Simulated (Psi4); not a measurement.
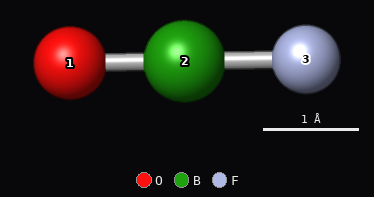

**Figure 1.** The structure (ball-and-stick view, seen at a tilt; atoms are numbered from 1 in the order of the input).

**Property calculation, with input and output: BOF**

- system: BOF, SMILES O=BF
- method: M11/6-311G(2df,2pd), RKS (Psi4 1.11)

The geometry comes from this level: PBE0-D4/def2-TZVP.

## Input (calc.py)
```python
import psi4

psi4.set_memory('1600 MB')
psi4.set_num_threads(1)
psi4.set_output_file('output.dat', False)

mol = psi4.geometry("""
0 1
O      1.85778975    -1.06788423     0.90687957
B      0.03836144    -0.02192082     0.01870829
F     -1.89615119     1.08999403    -0.92558786
units bohr
symmetry c1
""")

psi4.set_options({
    'basis': '6-311G(2df,2pd)',
    'reference': 'rks',
})

e_tot, wfn = psi4.energy('m11', molecule=mol, return_wfn=True)
psi4.oeprop(wfn, 'ESP_AT_NUCLEI', 'WIBERG_LOWDIN_INDICES', 'MULTIPOLE(3)', 'DIPOLE', title='M11')
print('E =', round(e_tot, 9))
```

Command:
```bash
python calc.py
```

## The program's output
```
Psi4 1.11 release

   => Loading Basis Set <=

    Name: 6-311G(2DF,2PD)
    Role: ORBITAL
    Keyword: BASIS

         ---------------------------------------------------------
                                   SCF
                              RKS Reference
                        1 Threads,   1525 MiB Core
         ---------------------------------------------------------

  ==> Geometry <==

    Molecular point group: c1
    Full point group: C1

    Geometry (in Bohr), charge = 0, multiplicity = 1:

       Center              X                  Y                   Z               Mass
    ------------   -----------------  -----------------  -----------------  -----------------
         O            0.000074792426    -0.000004022613     2.487127900599    15.994914619570
         B            0.000074792426    -0.000004022613     0.208266989331    11.009305360000
         F           -0.000106309520     0.000005717719    -2.214621562644    18.998403162730

  Running in c1 symmetry.

  Rotational constants: A = 933323726.39567  B =      0.31257  C =      0.31257 [cm^-1]
  Rotational constants: A = 27980341404587.66016  B =   9370.53047  C =   9370.53047 [MHz]
  Nuclear repulsion =   51.438950188684615

  Charge       = 0
  Multiplicity = 1
  Electrons    = 22
  Nalpha       = 11
  Nbeta        = 11

  ==> Algorithm <==

  SCF Algorithm Type is DF.
  DIIS enabled.
  MOM disabled.
  Fractional occupation disabled.
  Guess Type is SAD.
  Energy threshold   = 1.00e-06
  Density threshold  = 1.00e-06
  Integral threshold = 1.00e-12

  ==> Primary Basis <==

  Basis Set: 6-311G(2DF,2PD)
    Blend: 6-311G(2DF,2PD)
    Number of shells: 30
    Number of basis functions: 90
    Number of Cartesian functions: 105
    Spherical Harmonics?: true
    Max angular momentum: 3

  ==> DFT Potential <==

   => LibXC <=

    Version 7.1.2

   => Composite Functional: M11 <=

    Deriv               =              1
    GGA                 =           TRUE
    Meta                =           TRUE

    Exchange Hybrid     =           TRUE
    MP2 Hybrid          =          FALSE

   => Exchange Functionals <=

    1.0000   XC_HYB_MGGA_X_M11 [omega = 0.2500]

   => Exact (HF) Exchange <=

    0.5720            HF,LR [omega = 0.2500]
    0.4280               HF

   => Correlation Functionals <=

    1.0000    XC_MGGA_C_M11

   => LibXC Density Thresholds  <==

    XC_MGGA_C_M11:  1.00E-15
    XC_HYB_MGGA_X_M11:  1.00E-11

   => Molecular Quadrature <=

    Radial Scheme          =       TREUTLER
    Pruning Scheme         =           NONE
    Nuclear Scheme         =       TREUTLER

    Blocking Scheme        =         OCTREE
    BS radius alpha        =              1
    Pruning alpha          =              1
    Radial Points          =             75
    Spherical Points       =            302
    Total Points           =          65328
    Total Blocks           =            567
    Max Points             =            252
    Max Functions          =             90
    Weights Tolerance      =       1.00E-15

   => Loading Basis Set <=

    Name: (6-311G(2DF,2PD) AUX)
    Role: JKFIT
    Keyword: DF_BASIS_SCF

  ==> Integral Setup <==

  DFHelper Memory: AOs need 0.044 GiB; user supplied 0.763 GiB.
  SCF_SUBTYPE=INCORE selected. In-core MEM_DF algorithm will be used.
  Using in-core AOs.

  ==> MemDFJK: Density-Fitted J/K Matrices <==

    J tasked:                   Yes
    K tasked:                   Yes
    wK tasked:                  Yes
    Omega:                2.500E-01
    Memory [MiB]:               781
    Algorithm:                 Core
    Schwarz Cutoff:           1E-12
    Mask sparsity (%):       2.4691
    Fitting Condition:        1E-10

   => Auxiliary Basis Set <=

  Basis Set: (6-311G(2DF,2PD) AUX)
    Blend: CC-PVTZ-JKFIT
    Number of shells: 75
    Number of basis functions: 237
    Number of Cartesian functions: 288
    Spherical Harmonics?: true
    Max angular momentum: 4

  Cached 100.0% of DFT collocation blocks in 0.355 [GiB].

  Minimum eigenvalue in the overlap matrix is 2.3254261889E-03.
  Reciprocal condition number of the overlap matrix is 6.1543838981E-04.
    Using symmetric orthogonalization.

  ==> Pre-Iterations <==

  SCF Guess: Superposition of Atomic Densities via on-the-fly atomic UHF (no occupation information).

   -------------------------
    Irrep   Nso     Nmo
   -------------------------
     A         90      90
   -------------------------
    Total      90      90
   -------------------------

  ==> Iterations <==

                           Total Energy        Delta E     RMS |[F,P]|

   @DF-RKS iter SAD:  -199.15190447289538   -1.99152e+02   0.00000e+00
   @DF-RKS iter   1:  -199.84106317352419   -6.89159e-01   7.98695e-03 DIIS/ADIIS
   @DF-RKS iter   2:  -199.66985032261297    1.71213e-01   1.11540e-02 DIIS/ADIIS
   @DF-RKS iter   3:  -200.01408685499263   -3.44237e-01   8.55769e-04 DIIS/ADIIS
   @DF-RKS iter   4:  -200.01554849328542   -1.46164e-03   3.91288e-04 DIIS/ADIIS
   @DF-RKS iter   5:  -200.01584803511398   -2.99542e-04   6.03325e-05 DIIS
   @DF-RKS iter   6:  -200.01586005363126   -1.20185e-05   1.16143e-05 DIIS
   @DF-RKS iter   7:  -200.01586060095588   -5.47325e-07   2.48781e-06 DIIS
   @DF-RKS iter   8:  -200.01586065936695   -5.84111e-08   4.97263e-07 DIIS
  Energy and wave function converged.

  ==> Post-Iterations <==

   Electrons on quadrature grid:
      Ntotal   =   21.9999973696 ; deviation = -2.630e-06

    Orbital Energies [Eh]
    ---------------------

    Doubly Occupied:

       1A    -25.106967     2A    -19.440977     3A     -7.081398
       4A     -1.424835     5A     -1.126926     6A     -0.747423
       7A     -0.670778     8A     -0.670778     9A     -0.553547
      10A     -0.480919    11A     -0.480919

    Virtual:

      12A      0.082555    13A      0.133099    14A      0.133099
      15A      0.263920    16A      0.323502    17A      0.323502
      18A      0.383280    19A      0.457836    20A      0.457838
      21A      0.711600    22A      0.711600    23A      0.731226
      24A      0.768082    25A      0.980360    26A      0.980360
      27A      0.983196    28A      1.164197    29A      1.164197
      30A      1.195492    31A      1.339177    32A      1.449635
      33A      1.449645    34A      1.559134    35A      1.777823
      36A      1.777823    37A      1.782519    38A      1.782519
      39A      1.809008    40A      1.809008    41A      1.879558
      42A      1.879612    43A      2.026220    44A      2.026220
      45A      2.100190    46A      2.149807    47A      2.149817
      48A      2.387849    49A      2.495388    50A      2.495434
      51A      2.738233    52A      2.949380    53A      2.949380
      54A      3.299139    55A      3.299139    56A      3.407319
      57A      4.045886    58A      5.055865    59A      5.055865
      60A      5.082312    61A      5.082312    62A      5.280760
      63A      5.280778    64A      5.316171    65A      5.869259
      66A      5.869259    67A      6.333435    68A      6.426799
      69A      6.426799    70A      6.527035    71A      6.527035
      72A      6.607519    73A      6.607850    74A      6.829122
      75A      6.829308    76A      6.923969    77A      6.923969
      78A      6.996614    79A      7.278085    80A      7.278085
      81A      7.292059    82A      7.801112    83A      8.978572
      84A      8.979185    85A      9.573828    86A      9.573828
      87A      9.691636    88A     15.248365    89A     50.179326
      90A     66.598297

    Final Occupation by Irrep:
              A
    DOCC [    11 ]
    NA   [    11 ]
    NB   [    11 ]

  @DF-RKS Final Energy:  -200.01586065936695

   => Energetics <=

    Nuclear Repulsion Energy =             51.4389501886846148
    One-Electron Energy =                -377.6777025958772356
    Two-Electron Energy =                 138.1204261389632109
    DFT Exchange-Correlation Energy =     -11.8975343911375191
    Empirical Dispersion Energy =           0.0000000000000000
    VV10 Nonlocal Energy =                  0.0000000000000000
    Total Energy =                       -200.0158606593669504

Computation Completed

Properties will be evaluated at   0.000000,   0.000000,   0.000000 [a0]

Properties computed using the SCF density matrix

 Multipole Moments:

 ------------------------------------------------------------------------------------
     Multipole            Electronic (a.u.)      Nuclear  (a.u.)        Total (a.u.)
 ------------------------------------------------------------------------------------

 L = 1.  Multiply by 2.5417464519 to convert [e a0] to [Debye]
 Dipole X            :          0.0000215            0.0000155            0.0000370
 Dipole Y            :         -0.0000012           -0.0000008           -0.0000020
 Dipole Z            :         -1.8747393            1.0067641           -0.8679752
 Magnitude           :                                                    0.8679752

 ------------------------------------------------------------------------------------

	total time  =          3 seconds =       0.05 minutes

Properties will be evaluated at   0.000000,   0.000000,   0.000000 [a0]

Properties computed using the M11 density matrix

 Multipole Moments:

 ------------------------------------------------------------------------------------
     Multipole            Electronic (a.u.)      Nuclear  (a.u.)        Total (a.u.)
 ------------------------------------------------------------------------------------

 L = 1.  Multiply by 2.5417464519 to convert [e a0] to [Debye]
 Dipole X            :          0.0000215            0.0000155            0.0000370
 Dipole Y            :         -0.0000012           -0.0000008           -0.0000020
 Dipole Z            :         -1.8747393            1.0067641           -0.8679752
 Magnitude           :                                                    0.8679752

 L = 2.  Multiply by 1.3450342976 to convert [e a0^2] to [Debye ang]
 Quadrupole XX       :        -10.5900444            0.0000002          -10.5900442
 Quadrupole XY       :          0.0000000           -0.0000000            0.0000000
 Quadrupole XZ       :         -0.0038592            0.0036849           -0.0001743
 Quadrupole YY       :        -10.5900442            0.0000000          -10.5900442
 Quadrupole YZ       :          0.0002076           -0.0001982            0.0000094
 Quadrupole ZZ       :       -108.7031526           93.8442552          -14.8588974
 Traceless XX        :         32.7043694          -31.2814183            1.4229511
 Traceless YY        :         32.7043695          -31.2814185            1.4229511
 Traceless ZZ        :        -65.4087389           62.5628368           -2.8459021

 L = 3.  Multiply by 0.7117614979 to convert [e a0^3] to [Debye ang^2]
 Octupole XXX        :         -0.0005051           -0.0000000           -0.0005051
 Octupole XXY        :          0.0000091            0.0000000            0.0000091
 Octupole XXZ        :         -3.8700318           -0.0000001           -3.8700319
 Octupole XYY        :         -0.0001684           -0.0000000           -0.0001684
 Octupole XYZ        :         -0.0000000            0.0000000            0.0000000
 Octupole XZZ        :          0.0005258           -0.0009752           -0.0004494
 Octupole YYY        :          0.0000272            0.0000000            0.0000272
 Octupole YYZ        :         -3.8700319           -0.0000000           -3.8700319
 Octupole YZZ        :         -0.0000283            0.0000524            0.0000242
 Octupole ZZZ        :        -41.3909628           25.3688045          -16.0221583

 ------------------------------------------------------------------------------------

 Electrostatic potentials at the nuclear coordinates:
 ---------------------------------------------
   Center     Electrostatic Potential (a.u.)
 ---------------------------------------------
    1  O           -22.374112655279
    2  B           -11.352795920501
    3  F           -26.521157444585
 ---------------------------------------------

 Multipole Moments:

 ------------------------------------------------------------------------------------
     Multipole            Electronic (a.u.)      Nuclear  (a.u.)        Total (a.u.)
 ------------------------------------------------------------------------------------

 L = 1.  Multiply by 2.5417464519 to convert [e a0] to [Debye]
 Dipole X            :          0.0000215            0.0000155            0.0000370
 Dipole Y            :         -0.0000012           -0.0000008           -0.0000020
 Dipole Z            :         -1.8747393            1.0067641           -0.8679752
 Magnitude           :                                                    0.8679752

 ------------------------------------------------------------------------------------

  Wiberg Bond Indices using Orthogonal Lowdin Orbitals:

  Irrep: 1 Size: 3 x 3

                 1                   2                   3

    1     0.00000000000000     3.16997627168605     0.09493097513662
    2     3.16997627168605     0.00000000000000     2.32658785769058
    3     0.09493097513662     2.32658785769058     0.00000000000000

  Atomic Valences:

 #  #
 Irrep: 1
      1:    3.264907246822672
      2:    5.496564129376626
      3:    2.421518832827203
```

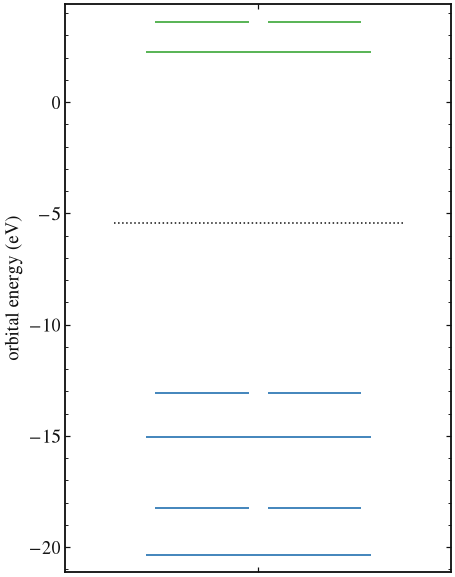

**Figure 2.** Orbital energies near the frontier; the dotted line parts filled from empty levels, and levels within 0.02 eV of each other stand side by side. Highest filled −13.09 eV, lowest empty 2.25 eV, 15.34 eV apart.

## Results in brief

```json
{"quantity": "outcome", "value": "converged"}
{"quantity": "total energy", "value": "−200.015861 hartree"}
{"quantity": "basis functions", "value": "90"}
{"quantity": "HOMO", "value": "−13.09 eV"}
{"quantity": "LUMO", "value": "2.25 eV"}
{"quantity": "dipole moment", "value": "2.21 D"}
{"quantity": "hardware", "value": "1 thread of Intel Xeon (Granite Rapids), 192 GiB of memory available, shared host"}
{"quantity": "wall time", "value": "3.6 s"}
{"quantity": "peak memory", "value": "0.6 GiB"}
```
